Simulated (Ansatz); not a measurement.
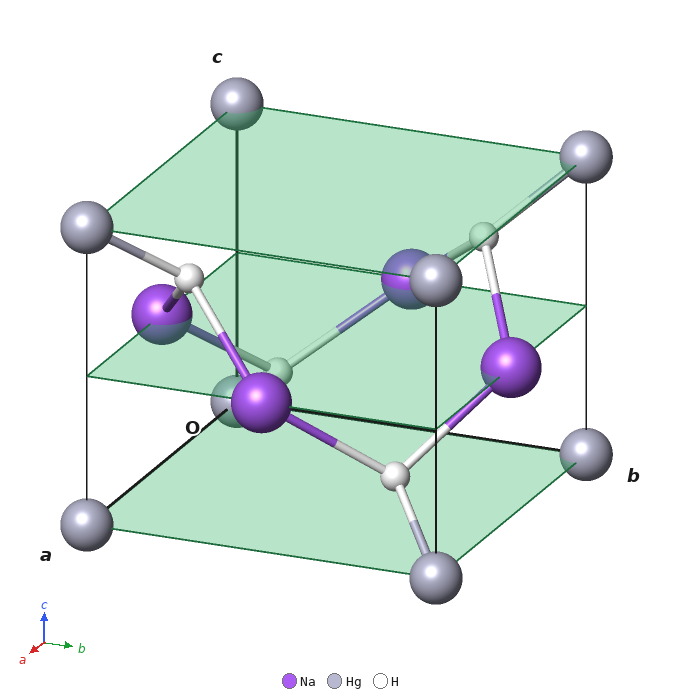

Every member of one family of equally spaced planes, hx + ky + lz = a whole number, that cuts the unit cell is shaded (one member passes through the origin O). Crystal: Na2HgH4, the end point of a relaxation with DFT PBE, scalar-relativistic, plane waves, PAW in Ansatz 0.2.0; the starting structure was generated, so it need not be a known form of this composition. All values are computed from the atomic coordinates in the standard setting (tolerance 0.002 Å).

a = 5.300 Å, b = 5.300 Å, c = 4.436 Å, α = 90.00°, β = 90.00°, γ = 90.00°.

> What are the Miller indices?

(0 0 2); the opposite sign names the same planes. The member next to the origin meets the axes a never, b never, c at 1/2.

> What is the spacing?

d = 2.218 Å.

> Which atoms of the cell lie in these planes (within 0.03 Å)?

all 2 Na, the Hg atom.
